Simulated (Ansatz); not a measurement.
# RPA@PBE/def2-TZVPPD run of HCl (hydrogen chloride)

What is the vertical ionisation energy of HCl (hydrogen chloride) at RPA@PBE/def2-TZVPPD? 

The results are computed with Ansatz 0.2.0.

32 further runs of the same task are left out: 32 set aside as unsound or not needed.

### Step 1. The system as given

HCl has 2 atoms, charge 0, and is taken as a singlet. SMILES: `Cl`. The shape is that of a PBE0-D4/def2-TZVP optimisation.

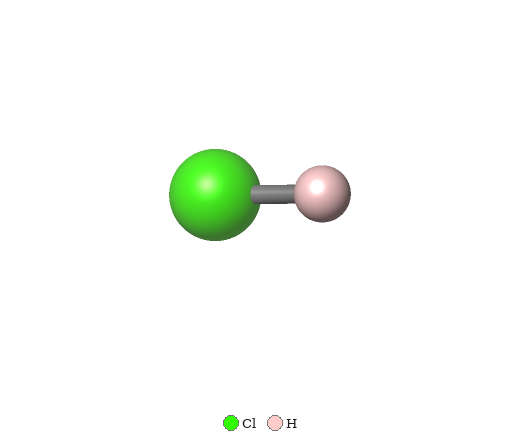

Viewed from a chosen angle; chlorine green, hydrogen pink.

### Step 2. A single-point energy at RPA@PBE/def2-TZVPPD

The input, input.yaml:

```yaml
crystal:
  periodic: [false, false, false]
  atoms:
    - {symbol: Cl, position_ang: [0.546000, -0.178500, 0.280800]}
    - {symbol: H, position_ang: [-0.546000, 0.178500, -0.280800]}
basis:
  gaussian:
    orbitals: def2-TZVPPD.json
hamiltonian:
  xc: {name: PBE}
correlation:
  method: rpa
  frozen_orbitals: {Cl: 5, H: 0}
accuracy: high
```

The basis set def2-TZVPPD is read from a file made from the Basis Set Exchange's data (not shown).

Command:

```console
$ ansatz run input.yaml --threads 1 --pin off --max-ram 3480MiB --events-out events.jsonl --progress --plain --runs-dir runs
```

Output:

```text
Warning: RAYON_NUM_THREADS=1 ignored (pool sized by the plan → 1); use --threads N
Functional definition: PBE
  name "PBE"
  parameter kappa = 0.804
  parameter beta = 0.06672455060314922
  exchange = pbe_x(kappa = kappa, mu = beta*pi^2/3)
  correlation = pbe_c(beta = beta)
849 factors; integrals over basis functions are off by at most 3.7e-9 eV
mean field evaluation 1: about -12534.0017 eV, gradient 1.2e1 eV
mean field evaluation 2: about -12534.0013 eV, gradient 1.2e1 eV
mean field evaluation 4: about -12534.3541 eV, gradient 8.3e-1 eV
mean field evaluation 8: about -12534.3558 eV, gradient 6.0e-3 eV
mean field evaluation 16: about -12534.3558 eV, gradient 2.2e-8 eV
mean field -12534.35581458 eV, -460.6290800942 hartree, gradient 1.2e-8 eV, S^2 0.000000; 0 other end points of the search recorded, 0 dependent functions left out
5 core orbitals not correlated: weight in the atoms' cores, before any rotation towards them, 1.000 or more for the frozen orbitals, at most 0.000 for the correlated occupied ones
reference -12519.67194728 eV, -460.0894579239 hartree; 4, 4 occupied and 59, 59 virtual orbitals, 849 factors
Total energy: -12529.11624569 eV, -460.4365294892 hartree
```

Run time: 1.5 s. Hardware: 1 thread of Arm Neoverse V2, shared host; peak memory 0.15 GiB.

### Step 3. The doublet cation, same level

The input, run.yaml:

```yaml
crystal:
  periodic: [false, false, false]
  atoms:
    - symbol: Cl
      position_ang: [0.546000, -0.178500, 0.280800]
    - symbol: H
      position_ang: [-0.546000, 0.178500, -0.280800]
basis:
  gaussian:
    orbitals: def2-TZVPPD.json
total_charge: 1
magnetization:
  spin_polarized: true
  initial_magnetization: 1
hamiltonian:
  xc: {name: PBE}
correlation:
  method: rpa
  frozen_orbitals: {Cl: 5, H: 0}
accuracy: high
```

The basis set def2-TZVPPD is read from a file made from the Basis Set Exchange's data (not shown).

Command:

```console
$ ansatz run run.yaml --threads 1 --pin off --max-ram 3480MiB --events-out events.jsonl --progress --plain --runs-dir runs
```

Output, shortened:

```text
Warning: RAYON_NUM_THREADS=1 ignored (pool sized by the plan → 1); use --threads N
Functional definition: PBE
  name "PBE"
[...]
849 factors; integrals over basis functions are off by at most 3.7e-9 eV
[...]
mean field -12521.63002913 eV, -460.1614161049 hartree, gradient 4.6e-9 eV, S^2 0.753452; 2 other end points of the search recorded, 0 dependent functions left out
5 core orbitals not correlated: weight in the atoms' cores, before any rotation towards them, 1.000 or more for the frozen orbitals, at most 0.000 for the correlated occupied ones
reference -12508.12462170 eV, -459.6651015360 hartree; 4, 3 occupied and 59, 60 virtual orbitals, 849 factors
Total energy: -12516.41635112 eV, -459.9698169720 hartree
```

It took 2.9 s on 1 thread of Arm Neoverse V2, shared host; peak memory 0.19 GiB.

### Step 4. Summary of results

At RPA@PBE/def2-TZVPPD, 5 core orbitals frozen:

```
                                          quantity          value
                         singlet HCl: total energy  -460.43653 Eh
     singlet HCl: RPA correlation energy (valence)     -347.1 mEh
                      doublet cation: total energy  -459.96982 Eh
  doublet cation: RPA correlation energy (valence)     -304.7 mEh
 doublet cation: ⟨S²⟩ of the reference determinant          0.753
vertical ionisation energy (to the doublet cation)      12.700 eV
```

What this shows: The vertical ionisation energy comes to 12.70 eV (293 kcal/mol).
